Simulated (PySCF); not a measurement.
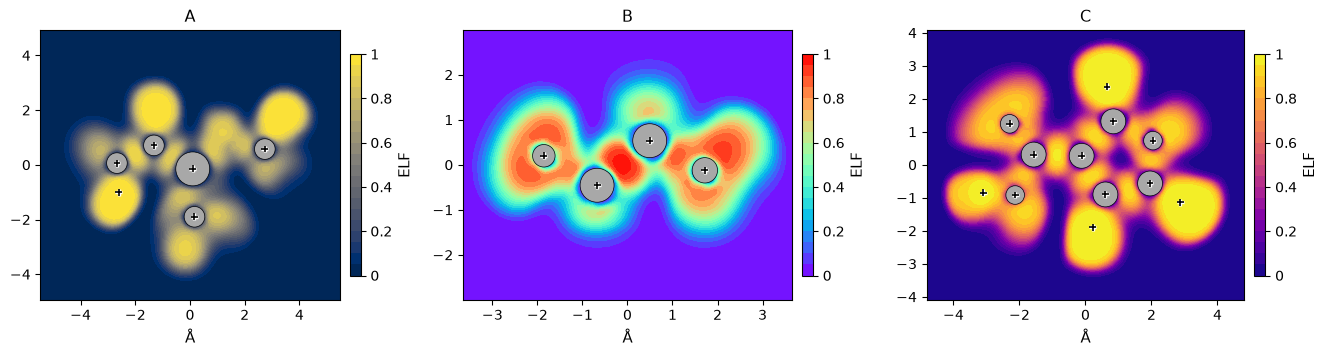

The ELF of 3 systems, each on a plane through atoms (crosses mark nuclei in the plane; grey discs cover the cores).

Level of theory: PBE0/pcSseg-1, SCF density, gas phase, non-relativistic (PySCF).

System 1: C₅H₄O₃ (SMILES O=C(O)c1ccoc1), the plane of atoms C4, C8 and O7. Geometry: GFN2-xTB, MD frame at 250 fs, 300 K.

```xyz
12

O     1.7509   -1.2323    0.8706
C     1.1201   -0.2471    0.6162
O     1.8039    0.8811    0.3234
C    -0.3142   -0.1152    0.4056
C    -0.8896    0.9946   -0.1652
C    -2.2659    0.7818   -0.2152
O    -2.5052   -0.3823    0.3208
C    -1.3815   -1.0082    0.6795
H     2.7605    0.6865    0.3191
H    -0.3946    1.8472   -0.5795
H    -3.1082    1.3556   -0.5880
H    -1.3059   -2.0110    1.0384
```

System 2: C₂H₄F₂O (SMILES OCC(F)F), the plane of atoms C2, C3 and F5. Geometry: GFN2-xTB, NEB image 0 of 0 to 8.

| atom | x (Å) | y (Å) | z (Å) |
| --- | --- | --- | --- |
| O | -1.4460 | 0.7209 | -0.0167 |
| C | -0.5946 | -0.3867 | -0.0222 |
| C | 0.8654 | 0.0327 | -0.2150 |
| F | 1.3042 | 0.6935 | 0.8891 |
| F | 1.6607 | -1.0505 | -0.3569 |
| H | -1.2294 | 1.2852 | 0.7360 |
| H | -0.6688 | -0.9696 | 0.9057 |
| H | -0.8920 | -1.0144 | -0.8647 |
| H | 1.0141 | 0.6949 | -1.0806 |

System 3: C₆H₁₂NP, the plane of atoms C1, C2 and P3. Geometry: PBE0-D3(BJ)/def2-SVP.

```yaml
atoms:
  - { symbol: C, position_ang: [2.7452, -0.2799, -1.1368] }
  - { symbol: C, position_ang: [1.3732, -0.7267, -0.7308] }
  - { symbol: P, position_ang: [0.3937, 0.1490, 0.2806] }
  - { symbol: N, position_ang: [-1.2171, -0.2886, 0.1092] }
  - { symbol: C, position_ang: [-2.1635, -0.1991, 1.1886] }
  - { symbol: C, position_ang: [-1.7851, -0.5535, -1.1921] }
  - { symbol: C, position_ang: [0.6165, 0.9375, 1.8681] }
  - { symbol: C, position_ang: [0.7895, 1.7762, 0.8304] }
  - { symbol: H, position_ang: [2.9149, 0.7801, -0.8832] }
  - { symbol: H, position_ang: [2.9021, -0.3657, -2.2272] }
  - { symbol: H, position_ang: [3.5590, -0.8523, -0.6526] }
  - { symbol: H, position_ang: [1.0608, -1.7622, -0.8928] }
  - { symbol: H, position_ang: [-2.9194, 0.5890, 1.0088] }
  - { symbol: H, position_ang: [-1.6498, 0.0336, 2.1316] }
  - { symbol: H, position_ang: [-2.6987, -1.1564, 1.3234] }
  - { symbol: H, position_ang: [-2.5238, 0.2208, -1.4750] }
  - { symbol: H, position_ang: [-2.2979, -1.5317, -1.2062] }
  - { symbol: H, position_ang: [-0.9827, -0.5721, -1.9411] }
  - { symbol: H, position_ang: [0.7297, 0.9873, 2.9577] }
  - { symbol: H, position_ang: [1.0998, 2.8156, 0.6770] }
```

Q: Match each panel to its system.

A: Panel A is system 3, C₆H₁₂NP: the plane holds C, P and H. C–P (1.66 Å): the ELF peaks at about 0.90 between the atoms; localised, covalent bonding. Panel B is system 2, C₂H₄F₂O: the plane holds O, C and F. C–F (1.35 Å): the ELF peaks at about 0.85 between the atoms (a polar covalent bond). Panel C is system 1, C₅H₄O₃: the plane holds O, C and H. C–O (1.20 Å): the ELF peaks at about 0.85 between the atoms (a multiple bond).
